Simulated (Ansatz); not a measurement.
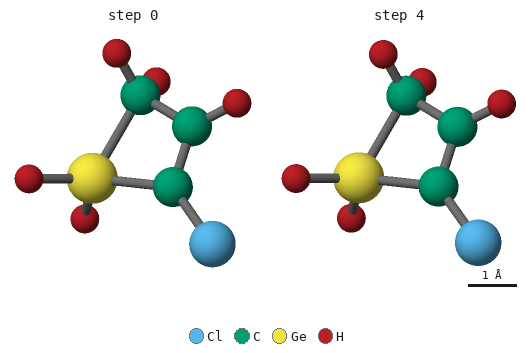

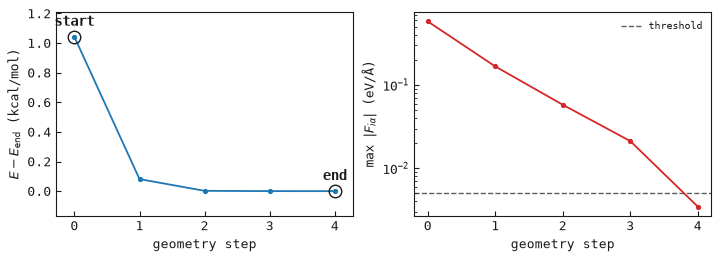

First and last geometry of a relaxation of C$_{3}$H$_{5}$ClGe, with the history of the run. A ball-and-stick model, seen from a free direction.

The start comes from PBE-D4/def2-SVP.

Level of theory: Ansatz, RKS PBE0-D4/def2-TZVP. (force threshold 0.005 eV/Å; at most 150 steps)

> Did the run converge, and what did it change?

It converged. After 4 geometry steps the energy has fallen by 1.04 kcal/mol. Largest force component: 0.58 eV/Å at the start, 0.0035 eV/Å at the end. An H atom moves most after the best rigid fit: 0.033 Å. By element the largest moves are H 0.033 Å, Cl 0.032 Å, C 0.016 Å, Ge 0.014 Å. Some distances before and after: C–Ge 2.011 → 1.988 Å, C–C 1.360 → 1.339 Å, C–Ge 1.971 → 1.951 Å, C–H 1.106 → 1.088 Å.

```csv
step,"E − E(0), kcal/mol","largest force component, eV/Å"
0,0.00,0.5813
1,-0.96,0.1673
2,-1.04,0.0580
3,-1.04,0.0212
4,-1.04,0.0035
```
